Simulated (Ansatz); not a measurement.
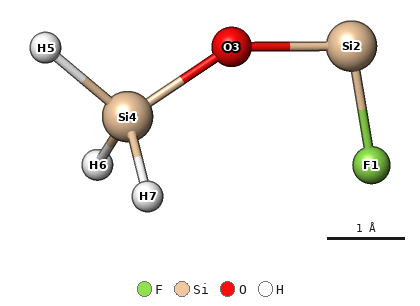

Fig. 1: The structure as given in the input (ball-and-stick view, seen at a tilt; atoms are numbered from 1 in the order of the input).

**Si$_{2}$H$_{3}$OF: one change and its effect**

System: Si$_{2}$H$_{3}$OF, SMILES F[Si]O[SiH3].
Method of run 1: RKS PBE-QIDH (frozen core)/def2-TZVPP (Ansatz 0.2.0).

The geometry comes from this level: PBE0-D4/def2-TZVP. Text and figures count atoms from 1; the logs count them from 0 in places.

Input, run 1:
```yaml
crystal:
  periodic: [false, false, false]
  atoms:
    - {symbol: F, position_ang: [0.639288, -1.829497, 1.608675]}
    - {symbol: Si, position_ang: [-0.428710, -2.165511, 0.441497]}
    - {symbol: O, position_ang: [-0.538267, -0.736460, -0.334595]}
    - {symbol: Si, position_ang: [-0.025556, 0.837137, -0.406731]}
    - {symbol: H, position_ang: [-0.705066, 1.480661, -1.555506]}
    - {symbol: H, position_ang: [-0.385726, 1.537825, 0.849986]}
    - {symbol: H, position_ang: [1.444049, 0.875846, -0.603327]}
basis:
  gaussian: {orbitals: def2-TZVPP}
hamiltonian: {xc: {name: PBE-QIDH}}
```

Hardware: 2 CPU threads, shared host.

Output (run 1):
```
Functional definition: PBE-QIDH
  parameter a = 3^(-1/3)
  parameter c = 1/3
  exchange = (1 - a)*pbe_x + a*exact_x
  correlation = (1 - c)*pbe_c + c*(mp2_os + mp2_ss)
1124 factors; integrals over basis functions are off by at most 1.0e-3 eV
mean field evaluation 1: about -20545.5859 eV, gradient 5.0e1 eV
mean field evaluation 2: about -20545.7405 eV, gradient 5.0e1 eV
mean field evaluation 4: about -20549.8260 eV, gradient 3.0e0 eV
mean field evaluation 8: about -20549.8676 eV, gradient 4.4e-1 eV
mean field evaluation 16: about -20549.8680 eV, gradient 2.6e-5 eV
mean field -20549.86802241 eV, -755.1937206226 hartree, gradient 5.3e-6 eV, S^2 0.000000; 0 other end points of the search recorded, 0 dependent functions left out
12 core orbitals not correlated: weight in the atoms' cores, before any rotation towards them, 1.000 or more for the frozen orbitals, at most 0.000 for the correlated occupied ones
reference -20549.86803472 eV, -755.1937210751 hartree; 12, 12 occupied and 164, 164 virtual orbitals, 1124 factors
second order -21.54603294 eV of doubles, -0.00000000 eV of singles
Total energy: -20557.05004570 eV, -755.4576551105 hartree
```

The input of run 2 differs as follows (lines with − go, lines with + come):
```diff
-hamiltonian: {xc: {name: PBE-QIDH}}
+hamiltonian: {xc: {name: B2PLYP}}
```

What does this change do to the results?

The total energies belong to different methods, so their difference says nothing on which is more stable or more accurate. The functional changes from PBE-QIDH to B2PLYP.

Output (run 2):
```
Functional definition: B2PLYP
  parameter a = 0.53
  parameter c = 0.27
  exchange = (1 - a)*b88_x + a*exact_x
  correlation = (1 - c)*lyp_c + c*(mp2_os + mp2_ss)
1124 factors; integrals over basis functions are off by at most 1.0e-3 eV
mean field evaluation 1: about -20553.4303 eV, gradient 5.6e1 eV
mean field evaluation 2: about -20553.5455 eV, gradient 5.6e1 eV
mean field evaluation 4: about -20558.3959 eV, gradient 4.5e0 eV
mean field evaluation 8: about -20558.4506 eV, gradient 3.9e-1 eV
mean field evaluation 16: about -20558.4509 eV, gradient 3.8e-5 eV
mean field -20558.45092845 eV, -755.5091366018 hartree, gradient 7.9e-6 eV, S^2 0.000000; 0 other end points of the search recorded, 0 dependent functions left out
12 core orbitals not correlated: weight in the atoms' cores, before any rotation towards them, 1.000 or more for the frozen orbitals, at most 0.000 for the correlated occupied ones
reference -20558.45108631 eV, -755.5091424033 hartree; 12, 12 occupied and 164, 164 virtual orbitals, 1124 factors
second order -23.17167941 eV of doubles, -0.00000000 eV of singles
Total energy: -20564.70743975 eV, -755.7390591515 hartree
```

The two runs side by side:

| quantity | run 1 | run 2 |
| --- | --- | --- |
| outcome | converged | converged |
| total energy (hartree) | −755.457655 | −755.739059 |
| basis functions | 188 | 188 |
| wall time (shared host) | 6 s | 6.5 s |
